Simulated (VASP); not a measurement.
# A VASP study of AlNi3 (r2SCAN + rVV10): structure first, properties next, part 8 of 13

What structure does AlNi3 take at this level, and what are its properties? The start is a computed cell from the Materials Project.

VASP 6.6.1, plane waves and PAW; the level of theory is named at each step.

Still holding for the runs below: The magnetic order is the only one that the search above brought to convergence with its moments; longer or canted patterns were not tried. The k-mesh is coarse for a metal.

So far, moment of the cell, from the last line of the log (μB): step 2 (magnetic order: ferromagnetic) 0.855; step 8 (relaxing cell and atoms (r2SCAN + rVV10)) 0.853; step 9 (density, ELF and potential (r2SCAN + rVV10)) 0.854.

## 10. Band structure (r2SCAN + rVV10)

Level of this step: r2SCAN with rVV10, spin-polarised from a ferromagnetic start; plane waves and PAW (Al, Ni) (VASP).

The mesh alone shows little of the dispersion and can miss band extrema, so KPOINTS_OPT adds a path through the symmetry points after the self-consistent cycle.

The input, INCAR:

```
SYSTEM = AlNi3
PREC = Accurate
ENCUT = 400
EDIFF = 1E-06
NELM = 100
ISMEAR = 1
SIGMA = 0.2
LREAL = .FALSE.
ALGO = Normal
METAGGA = R2SCAN
LUSE_VDW = .TRUE.
IVDW_NL = 2
BPARAM = 11.95
CPARAM = 0.0093
LASPH = .TRUE.
NBANDS = 33
ISPIN = 2
MAGMOM = -0.02 0.323 0.323 0.323
LMAXMIX = 4
LORBIT = 11
LWAVE = .FALSE.
LCHARG = .FALSE.
KPAR = 8
```

The input, POSCAR:

```
AlNi3
1.0
    3.5153232948      0.0000000000      0.0000000000
    0.0000000000      3.5153232948      0.0000000000
    0.0000000000      0.0000000000      3.5153232948
Al Ni
1 3
Direct
    0.0000000000      0.0000000000      0.0000000000
    0.0000000000      0.5000000000      0.5000000000
    0.5000000000      0.0000000000      0.5000000000
    0.5000000000      0.5000000000      0.0000000000
```

The input, KPOINTS:

```
Automatic mesh
0
Gamma
6 6 6
0 0 0
```

The input, KPOINTS_OPT:

```
Line mode
16
Line-mode
Reciprocal
  0.00000000   0.00000000   0.00000000 GAMMA
  0.00000000   0.50000000   0.00000000 X

  0.00000000   0.50000000   0.00000000 X
  0.50000000   0.50000000   0.00000000 M

  0.50000000   0.50000000   0.00000000 M
  0.00000000   0.00000000   0.00000000 GAMMA

  0.00000000   0.00000000   0.00000000 GAMMA
  0.50000000   0.50000000   0.50000000 R

  0.50000000   0.50000000   0.50000000 R
  0.00000000   0.50000000   0.00000000 X

  0.50000000   0.50000000   0.00000000 M
  0.50000000   0.50000000   0.50000000 R
```

Potentials, in the order of the species: Al and Ni (PBE family, release 64).

Command:

```
> mpirun -np 8 vasp_std
```

Log:

```text
[... set-up lines as in an earlier step ...]
 entering main loop
       N       E                     dE             d eps       ncg     rms          rms(c)
Total rVV10 correction in eV:      0.8482919    38.8319069
Total rVV10 correction in eV:      0.8482919    38.8319069
Total rVV10 correction in eV:      0.8482919    38.8319069
Total rVV10 correction in eV:      0.8482919    38.8319069
Total rVV10 correction in eV:      0.8482919    38.8319069
Total rVV10 correction in eV:      0.8482919    38.8319069
Total rVV10 correction in eV:      0.8482919    38.8319069
Total rVV10 correction in eV:      0.8482919    38.8319069
DAV:   1     0.161820549129E+03    0.16182E+03   -0.11151E+04  2760   0.110E+03
DAV:   2    -0.373280527594E+02   -0.19915E+03   -0.18048E+03  2697   0.248E+02
DAV:   3    -0.515081577112E+02   -0.14180E+02   -0.13246E+02  2942   0.779E+01
DAV:   4    -0.517780966983E+02   -0.26994E+00   -0.26945E+00  3065   0.106E+01
DAV:   5    -0.517887220249E+02   -0.10625E-01   -0.10624E-01  3407   0.186E+00    0.208E+01
Total rVV10 correction in eV:      0.7728368    38.8319126
Total rVV10 correction in eV:      0.7728368    38.8319126
Total rVV10 correction in eV:      0.7728368    38.8319126
Total rVV10 correction in eV:      0.7728368    38.8319126
Total rVV10 correction in eV:      0.7728368    38.8319126
Total rVV10 correction in eV:      0.7728368    38.8319126
Total rVV10 correction in eV:      0.7728368    38.8319126
Total rVV10 correction in eV:      0.7728368    38.8319126
DAV:   6    -0.489161430351E+02    0.28726E+01   -0.27538E+01  3064   0.949E+01    0.220E+01
Total rVV10 correction in eV:      0.8068008    38.8319134
Total rVV10 correction in eV:      0.8068008    38.8319134
Total rVV10 correction in eV:      0.8068008    38.8319134
Total rVV10 correction in eV:      0.8068008    38.8319134
Total rVV10 correction in eV:      0.8068008    38.8319134
Total rVV10 correction in eV:      0.8068008    38.8319134
Total rVV10 correction in eV:      0.8068008    38.8319134
Total rVV10 correction in eV:      0.8068008    38.8319134
DAV:   7    -0.434370795122E+02    0.54791E+01   -0.89193E+00  3254   0.468E+01    0.317E+00
Total rVV10 correction in eV:      0.8027935    38.8319130
Total rVV10 correction in eV:      0.8027935    38.8319130
Total rVV10 correction in eV:      0.8027935    38.8319130
Total rVV10 correction in eV:      0.8027935    38.8319130
Total rVV10 correction in eV:      0.8027935    38.8319130
Total rVV10 correction in eV:      0.8027935    38.8319130
Total rVV10 correction in eV:      0.8027935    38.8319130
Total rVV10 correction in eV:      0.8027935    38.8319130
DAV:   8    -0.435020240537E+02   -0.64945E-01   -0.19747E-01  3200   0.389E+00    0.202E+00
Total rVV10 correction in eV:      0.7974321    38.8319130
Total rVV10 correction in eV:      0.7974321    38.8319130
Total rVV10 correction in eV:      0.7974321    38.8319130
Total rVV10 correction in eV:      0.7974321    38.8319130
Total rVV10 correction in eV:      0.7974321    38.8319130
Total rVV10 correction in eV:      0.7974321    38.8319130
Total rVV10 correction in eV:      0.7974321    38.8319130
Total rVV10 correction in eV:      0.7974321    38.8319130
DAV:   9    -0.434998939028E+02    0.21302E-02   -0.36095E-02  3765   0.348E+00    0.775E-01
Total rVV10 correction in eV:      0.7964742    38.8319130
Total rVV10 correction in eV:      0.7964742    38.8319130
Total rVV10 correction in eV:      0.7964742    38.8319130
Total rVV10 correction in eV:      0.7964742    38.8319130
Total rVV10 correction in eV:      0.7964742    38.8319130
Total rVV10 correction in eV:      0.7964742    38.8319130
Total rVV10 correction in eV:      0.7964742    38.8319130
Total rVV10 correction in eV:      0.7964742    38.8319130
DAV:  10    -0.435036183253E+02   -0.37244E-02   -0.10760E-02  3106   0.106E+00    0.346E-01
Total rVV10 correction in eV:      0.7962315    38.8319130
Total rVV10 correction in eV:      0.7962315    38.8319130
Total rVV10 correction in eV:      0.7962315    38.8319130
Total rVV10 correction in eV:      0.7962315    38.8319130
Total rVV10 correction in eV:      0.7962315    38.8319130
Total rVV10 correction in eV:      0.7962315    38.8319130
Total rVV10 correction in eV:      0.7962315    38.8319130
Total rVV10 correction in eV:      0.7962315    38.8319130
DAV:  11    -0.435041637309E+02   -0.54541E-03   -0.99376E-04  3228   0.335E-01    0.191E-01
Total rVV10 correction in eV:      0.7958477    38.8319130
Total rVV10 correction in eV:      0.7958477    38.8319130
Total rVV10 correction in eV:      0.7958477    38.8319130
Total rVV10 correction in eV:      0.7958477    38.8319130
Total rVV10 correction in eV:      0.7958477    38.8319130
Total rVV10 correction in eV:      0.7958477    38.8319130
Total rVV10 correction in eV:      0.7958477    38.8319130
Total rVV10 correction in eV:      0.7958477    38.8319130
DAV:  12    -0.435042561551E+02   -0.92424E-04   -0.34982E-04  3409   0.251E-01    0.778E-02
Total rVV10 correction in eV:      0.7959703    38.8319130
Total rVV10 correction in eV:      0.7959703    38.8319130
Total rVV10 correction in eV:      0.7959703    38.8319130
Total rVV10 correction in eV:      0.7959703    38.8319130
Total rVV10 correction in eV:      0.7959703    38.8319130
Total rVV10 correction in eV:      0.7959703    38.8319130
Total rVV10 correction in eV:      0.7959703    38.8319130
Total rVV10 correction in eV:      0.7959703    38.8319130
DAV:  13    -0.435042596044E+02   -0.34493E-05   -0.87444E-05  2952   0.107E-01    0.233E-02
Total rVV10 correction in eV:      0.7960026    38.8319130
Total rVV10 correction in eV:      0.7960026    38.8319130
Total rVV10 correction in eV:      0.7960026    38.8319130
Total rVV10 correction in eV:      0.7960026    38.8319130
Total rVV10 correction in eV:      0.7960026    38.8319130
Total rVV10 correction in eV:      0.7960026    38.8319130
Total rVV10 correction in eV:      0.7960026    38.8319130
Total rVV10 correction in eV:      0.7960026    38.8319130
DAV:  14    -0.435042573178E+02    0.22866E-05   -0.73370E-06  3338   0.246E-02    0.822E-03
Total rVV10 correction in eV:      0.7960150    38.8319130
Total rVV10 correction in eV:      0.7960150    38.8319130
Total rVV10 correction in eV:      0.7960150    38.8319130
Total rVV10 correction in eV:      0.7960150    38.8319130
Total rVV10 correction in eV:      0.7960150    38.8319130
Total rVV10 correction in eV:      0.7960150    38.8319130
Total rVV10 correction in eV:      0.7960150    38.8319130
Total rVV10 correction in eV:      0.7960150    38.8319130
DAV:  15    -0.435042565916E+02    0.72618E-06   -0.77115E-07  2080   0.112E-02
Total rVV10 correction in eV:      0.7960211    38.8319130
Total rVV10 correction in eV:      0.7960211    38.8319130
Total rVV10 correction in eV:      0.7960211    38.8319130
Total rVV10 correction in eV:      0.7960211    38.8319130
Total rVV10 correction in eV:      0.7960211    38.8319130
Total rVV10 correction in eV:      0.7960211    38.8319130
Total rVV10 correction in eV:      0.7960211    38.8319130
Total rVV10 correction in eV:      0.7960211    38.8319130
Total rVV10 correction in eV:      0.7960180    38.8319130
Total rVV10 correction in eV:      0.7960180    38.8319130
Total rVV10 correction in eV:      0.7960180    38.8319130
Total rVV10 correction in eV:      0.7960180    38.8319130
Total rVV10 correction in eV:      0.7960180    38.8319130
Total rVV10 correction in eV:      0.7960180    38.8319130
Total rVV10 correction in eV:      0.7960180    38.8319130
Total rVV10 correction in eV:      0.7960180    38.8319130
   1 F= -.43504257E+02 E0= -.43506749E+02  d E =0.747622E-02  mag=     0.8535
 Start KPOINTS_OPT (optional k-point list driver)
k-point batch [1-20\96]
       N       E                     dE             ncg
DAV:   1     0.888258108873E+04    0.50688E+03     2704
DAV:   2     0.497940874064E+04   -0.39032E+04     2746
DAV:   3     0.468903214676E+04   -0.29038E+03     2902
DAV:   4     0.468336177868E+04   -0.56704E+01     2967
DAV:   5     0.468313530641E+04   -0.22647E+00     3494
DAV:   6     0.468312405314E+04   -0.11253E-01     3492
DAV:   7     0.468312382078E+04   -0.23236E-03     3519
DAV:   8     0.468312381510E+04   -0.56812E-05     2161
DAV:   9     0.468312381498E+04   -0.11597E-06     1963
[...]
k-point batch [81-96\96]
       N       E                     dE             ncg
DAV:   1     0.100991317982E+05   -0.11952E+05     2200
DAV:   2     0.714883946828E+04   -0.29503E+04     2120
DAV:   3     0.693843235951E+04   -0.21041E+03     2431
DAV:   4     0.693451478841E+04   -0.39176E+01     2651
DAV:   5     0.693434666627E+04   -0.16812E+00     2923
DAV:   6     0.693433992816E+04   -0.67381E-02     2956
DAV:   7     0.693433983144E+04   -0.96718E-04     2989
DAV:   8     0.693433982910E+04   -0.23394E-05     2002
DAV:   9     0.693433982904E+04   -0.58964E-07     1798
```

The job ended after 73 s (8 MPI ranks of Intel Xeon Platinum 8259CL at 2.50GHz (Skylake/Cascade Lake), shared host; peak memory 2.1 GiB).

From OUTCAR (step 10):

```text
   k-points           NKPTS =     20   k-points in BZ     NKDIM =     20   number of bands    NBANDS=     33

   NELECT =      33.0000    total number of electrons

 E-fermi :   9.8944

 k-point     3 :       0.3333    0.0000    0.0000
  band No.  band energies     occupation
    ...
     13       8.5089      1.00000
     14       8.7053      1.00000
     15       8.8554      1.00000
     16       9.1154      1.00000
     17       9.5060      1.00961
     18      13.5485     -0.00000
     19      13.5485     -0.00000
     20      16.6081      0.00000
     21      17.9843      0.00000
     22      18.3520      0.00000
    ...

 k-point     4 :       0.5000    0.0000    0.0000
  band No.  band energies     occupation
    ...
     13       8.3426      1.00000
     14       8.4298      1.00000
     15       8.5692      1.00000
     16       9.1160      1.00000
     17       9.5064      1.00966
     18      15.7569      0.00000
     19      15.7569      0.00000
     20      15.7639      0.00000
     21      15.7639      0.00000
     22      16.5397      0.00000
    ...

  Total        0.0090668      0.0090668      0.0090668      0.0000000     -0.0000000      0.0000000
  in kB        0.3344036      0.3344036      0.3344036      0.0000000     -0.0000000      0.0000000
  external PRESSURE =       0.3344036 kB  Pullay stress =       0.0000000 kB

  FREE ENERGIE OF THE ION-ELECTRON SYSTEM (eV)
  ---------------------------------------------------
  free  energy   TOTEN  =       -43.5042565916 eV

  energy  without entropy=      -43.5117328069  energy(sigma->0) =      -43.50674866

[... 15 parts as in an earlier step ...]

[... 8 further parts left out ...]
```

Numbers from this step:

```
bands    : 33
pressure : 0.03344 GPa
```

Spin up. Electronic bands along the path, in eV, zero at the Fermi level; # counts the bands kept:

```tsv
point	#14	#15	#16	#17	#18	#19	#20	#21
Γ	-0.39	-0.39	-0.39	0.89	0.89	0.89	6.86	6.86
X	-1.46	-1.33	-0.78	-0.39	5.86	5.86	5.87	5.87
M	-1.46	-1.34	-1.24	-0.79	0.68	0.68	8.61	8.61
Γ	-0.39	-0.39	-0.39	0.89	0.89	0.89	6.86	6.86
R	-1.35	-1.35	-0.54	-0.54	-0.54	-0.32	3.82	4.22
X	-1.46	-1.33	-0.78	-0.39	5.86	5.86	5.87	5.87
jump to M	-1.46	-1.34	-1.24	-0.79	0.68	0.68	8.61	8.61
R	-1.35	-1.35	-0.54	-0.54	-0.54	-0.32	3.82	4.22
```

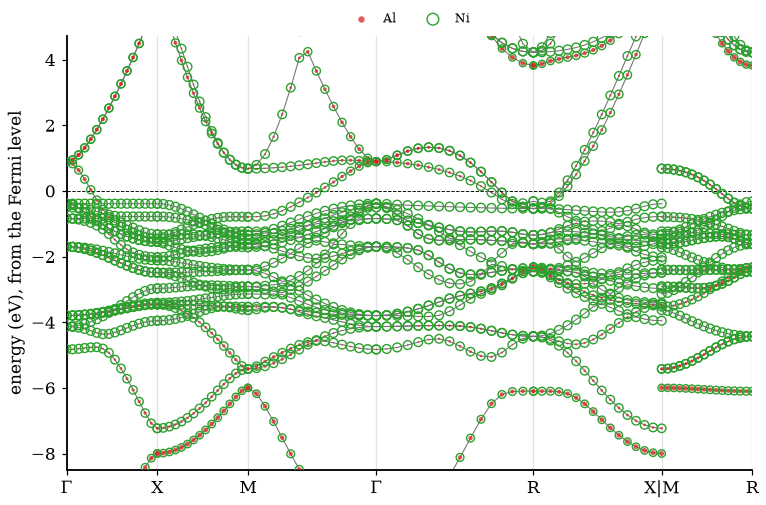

Electronic bands along the path; dots are coloured as in the legend, and their area grows with the weight.

Spin down. The electronic bands at the labelled points (eV, zero at the Fermi level; # counts the bands kept):

```tsv
point	#13	#14	#15	#16	#17	#18	#19	#20
Γ	0.00	0.52	0.52	0.52	0.70	0.70	0.70	7.03
X	-0.97	-0.95	-0.95	-0.51	0.52	5.87	5.87	5.93
M	-1.38	-1.27	-0.94	-0.59	-0.49	1.24	1.24	8.63
Γ	0.00	0.52	0.52	0.52	0.70	0.70	0.70	7.03
R	-1.47	-1.06	-1.06	-0.47	0.21	0.21	0.21	3.95
X	-0.97	-0.95	-0.95	-0.51	0.52	5.87	5.87	5.93
jump to M	-1.38	-1.27	-0.94	-0.59	-0.49	1.24	1.24	8.63
R	-1.47	-1.06	-1.06	-0.47	0.21	0.21	0.21	3.95
```

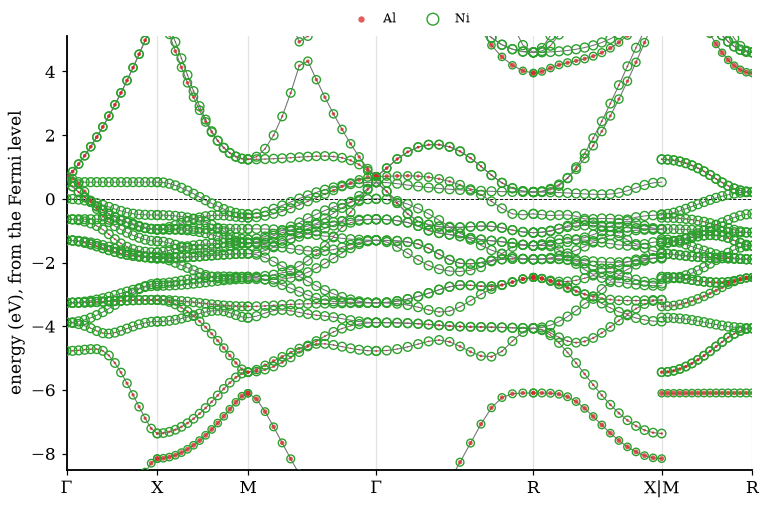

Electronic bands along the path; dots are coloured as in the legend, and their area grows with the weight.

There is no gap at this level.

Spin up: of the bands kept, 3 cross the Fermi level on this path. Spin down: of the bands kept, 4 cross the Fermi level on this path.

[end of part 8 of 13]

[Lines on the potential files, build, host, timing and source positions are cut from VASP's logs without a mark.]

[Logs are printed without paths, hosts, clocks, repeated set-up lines and the standing remarks that a program may print on its own settings, such as how far it seeks lower states.]

[Hosts, paths, dates, database ids (printed as entryN), source tags and the programs' standing remarks are cut or masked in the printed files.]

[A measured line is paired with the nearest computed mode of its activity, which favours agreement.]
